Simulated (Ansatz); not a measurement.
# Amorphous B24Te80

Preparation: random packing, a CHGNet melt and quench, and a DFT relaxation. The hot cell started wider than the set density and was brought back towards it in steps. It is the lowest in DFT energy of 4 quenches. It is a model cell: composition and starting density were chosen by hand, and all elements were melted together. No dispersion term was used.

Level of theory: PBE, scalar-relativistic without spin-orbit coupling, PAW (Ansatz default set, large-core Te) (plane waves to 420 eV; Ansatz, an electronic-structure program). Geometry, pressure, stress and energy are those of the PBE run. Its sampling: a 2×2×2 Γ-centred mesh; Fermi-Dirac width 0.05 eV; no spin polarisation. The levels at the Fermi energy are partly filled. A closed spacing in one fast-quenched cell at PBE doesn't show the material to be a metal.

- Number of atoms in the cell = 104
- Density (held, not predicted) = 5.95 g/cm³
- Volume per atom = 189.7 bohr³
- Pressure on a 2×2×2 Γ-centred mesh = 2.35 GPa
- Largest force and stress component on that mesh (the relaxation ran on the zone centre alone) = 0.21 eV/Å and 2.5 GPa
- Energy relative to trigonal Te + alpha boron (lowest mix at this level among the phases computed, not always the ambient ones) = 0.257 eV/atom
- Gap on a 2×2×2 Γ-centred mesh (PBE) = within the smearing (under twice its width)

Cut-offs for bonds: B-B 2.06 Å, B-Te 2.66 Å, Te-Te 3.20 Å.

```json
{
  "Mean coordination of B": "4.29 (17 with 4, 7 with 5)",
  "Mean coordination of Te": "2.79 (2 with 1, 26 with 2, 39 with 3, 13 with 4)",
  "Mean Te-Te bond": "2.979 Å (spread 0.110 Å, 79 counted)",
  "Mean B-Te bond": "2.283 Å (spread 0.058 Å, 65 counted)"
}
```

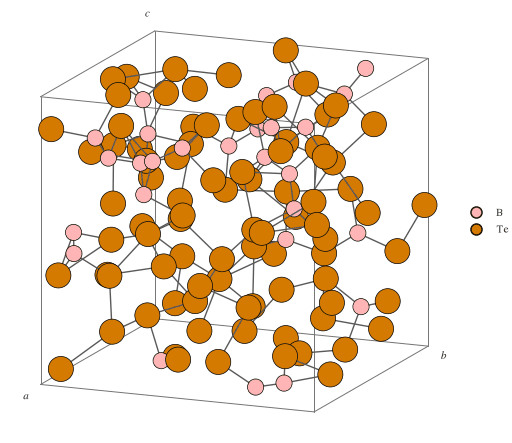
Figure. The relaxed cell

Its density started from a set value of 5.95 g/cm³. The simulated quench (nominally 120 K/ps over its main leg) is rapid and tends to freeze in more defects than a deposited or slowly cooled glass has. Values belong to this one cell and scatter from quench to quench. The volume was held where the preparation left it, at a PBE pressure of 2.4 GPa. Stress components on the final sampling reach 2.5 GPa. On a 2×2×2 Γ-centred mesh force components of up to 0.21 eV/Å stay, since the relaxation ran on the zone centre alone.
